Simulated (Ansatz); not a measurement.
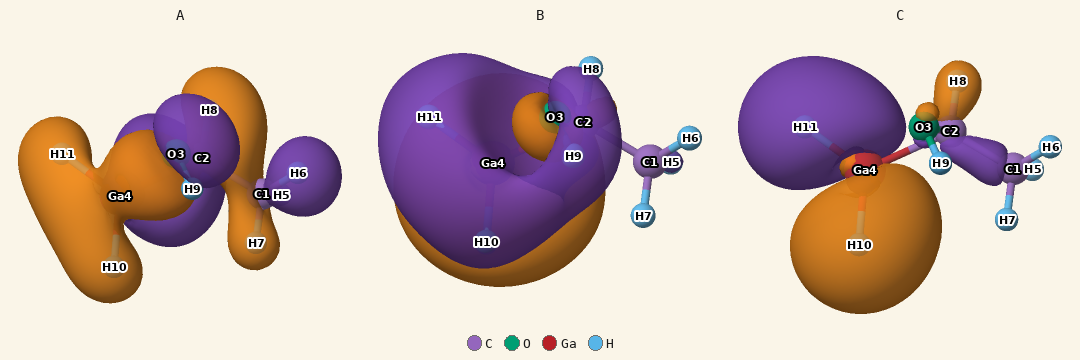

Figure 1: C2H7GaO (SMILES C[CH](O)[GaH2]). Three frontier orbitals at ±0.06 Å⁻³ᐟ² (orange and purple are the two phases), in no order.

Geometry: PBE0-D4/def2-TZVP.

Computed with RKS PBE0-D4/def2-TZVPP (Ansatz).

```yaml
atoms:
  - { symbol: C, position_ang: [-0.8615, 1.0686, 0.3296] }
  - { symbol: C, position_ang: [-0.4362, -0.3613, 0.1644] }
  - { symbol: O, position_ang: [0.6451, -0.7288, 1.0984] }
  - { symbol: Ga, position_ang: [0.8494, -0.9666, -1.2029] }
  - { symbol: H, position_ang: [-1.6885, 1.2922, -0.3487] }
  - { symbol: H, position_ang: [-1.2026, 1.2744, 1.3517] }
  - { symbol: H, position_ang: [-0.0508, 1.7646, 0.0892] }
  - { symbol: H, position_ang: [-1.2524, -1.0472, 0.3914] }
  - { symbol: H, position_ang: [1.1157, 0.0762, 1.3384] }
  - { symbol: H, position_ang: [1.9388, 0.0998, -1.5925] }
  - { symbol: H, position_ang: [0.9431, -2.4720, -1.6190] }
```

Question: Which picture is the HOMO−1, the HOMO and the LUMO?

Answer: C is the HOMO−1 (−8.25 eV). Its weight (Hirshfeld) is mainly on Ga4 (about 40 %), H10 (about 30 %) and H11 (about 30 %). A is the HOMO (−6.76 eV). It lies mainly on C2 (about 30 %), Ga4 (about 25 %) and O3 (about 20 %). B is the LUMO (−0.80 eV). Its weight (Hirshfeld) is mainly on Ga4 (about 70 %) and O3 (about 10 %).

Question: What is the HOMO–LUMO gap?

Answer: 5.96 eV between the orbital energies.
